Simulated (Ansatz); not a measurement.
## Electronic structure of FGeH3···H2 in real space

Input

```
crystal:
  periodic: [false, false, false]
  atoms:
    - { symbol: Ge, position_ang: [0.0, 0.0, 0.0] }
    - { symbol: F, position_ang: [0.0, 0.0, 2.03] }
    - { symbol: H, position_ang: [1.4616, 0.0, -0.5162] }
    - { symbol: H, position_ang: [-0.73, 1.2648, -0.5162] }
    - { symbol: H, position_ang: [-0.73, -1.2648, -0.5162] }
    - { symbol: H, position_ang: [-1.7556, 0.0, 0.5833] }
    - { symbol: H, position_ang: [-1.3158, 0.0, 1.5287] }
basis:
  gaussian: { orbitals: def2-SVP }
hamiltonian:
  xc: pbe0
relax:
  f_tol: 0.15
  max_steps: 25
  restrain:
    - { distance: [0, 5], at: 2.75, k: 30.0 }
    - { distance: [6, 1], at: 2.12, k: 30.0 }
    - { distance: [0, 1], at: 1.68, k: 30.0 }
    - { distance: [6, 5], at: 0.66, k: 30.0 }
output:
  orbitals: {}
```

Run with:

```sh
ansatz run input.yaml --threads 1 --pin off --max-ram 2048MiB --backend cpu --events-out ev --progress --plain --runs-dir out
```

The fields are those of the run's last geometry, not of the input's.

Not at a stationary point (largest force 1.8 eV/Å).

The calculation used RKS PBE0/def2-SVP in Ansatz.

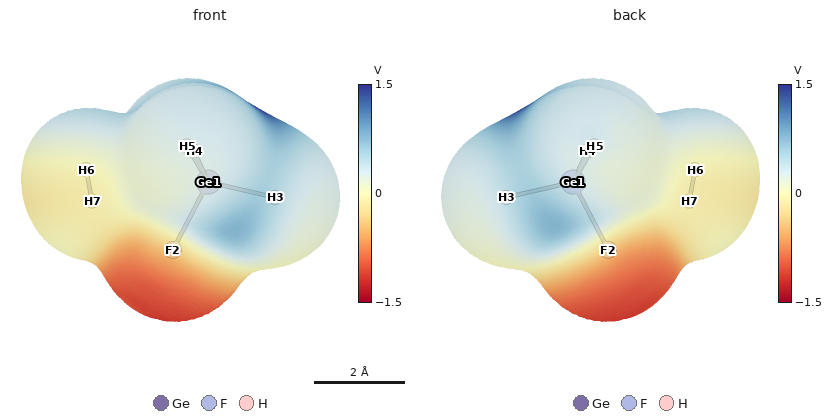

Figure 1. The electrostatic potential painted on the density surface at 0.001 e/bohr³, seen from the front and from behind; red is negative and blue positive.

**Where is the surface potential most negative and most positive?**

The most negative region (about −1.2 V) lies over F2, the most positive (about +1.5 V) over Ge1.

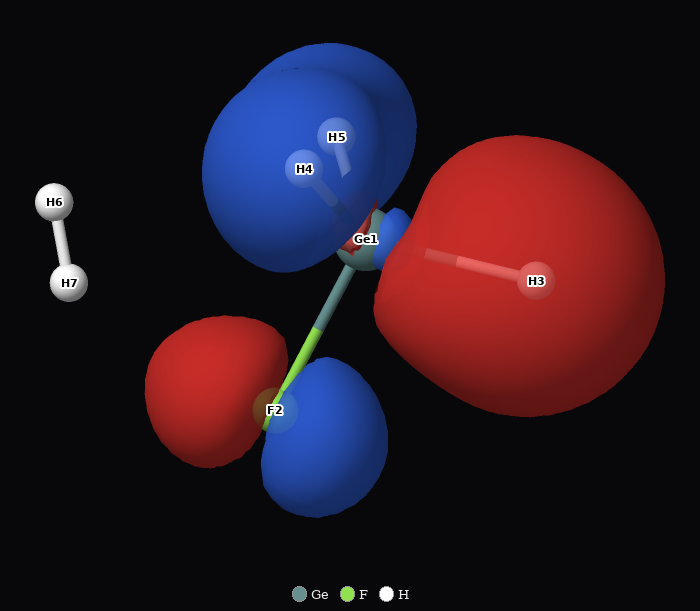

Figure 2. The HOMO at ±0.1 Å⁻³ᐟ² (red and blue are the two phases), seen at a tilt.

**Describe this orbital and give its energy.**

Its weight (Hirshfeld) is mainly on Ge1 (about 35 %), H3 (about 30 %), F2 (about 20 %), H4 (about 10 %) and H5 (about 10 %). Its energy is −9.51 eV.

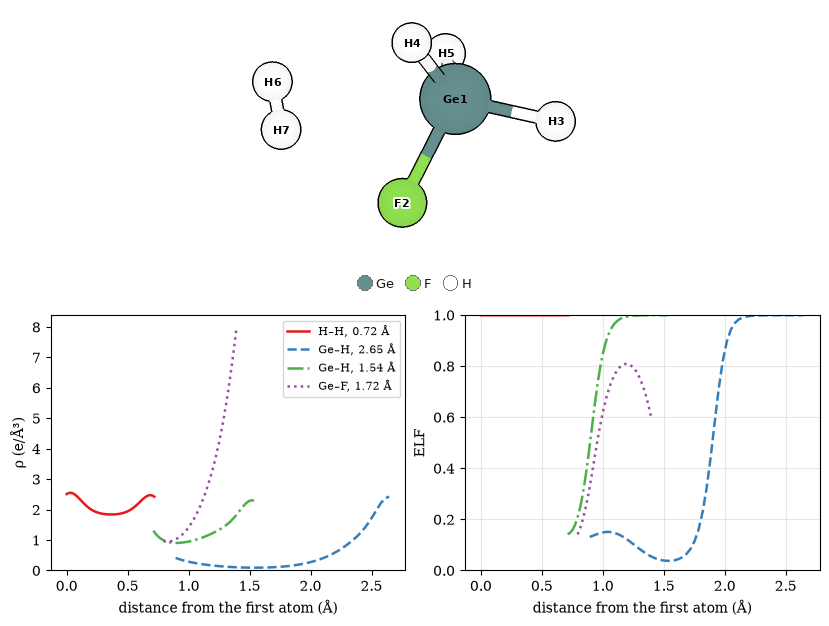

Figure 3. Electron density and ELF along straight lines between neighbouring atoms. The curves leave out the atomic cores. The structure is drawn too.

**Compare the contacts.**

H–H (0.72 Å): ρ at the midpoint is about 1.8 e/Å³; the ELF is about 1 at the midpoint (an ordinary covalent bond to hydrogen).
Ge1···H7 (2.65 Å): the density falls to about 0.09 e/Å³ on the way; the ELF dips to about 0.05 between them.
Ge–H (1.54 Å): ρ at the midpoint is about 1.1 e/Å³; the ELF climbs to about 1 towards the hydrogen.
Ge–F (1.72 Å): ρ is about 0.96 e/Å³ halfway; the ELF peaks at about 0.80 in the valence shell of F, 0.5 Å from its nucleus, and is about 0.25 at the midpoint.
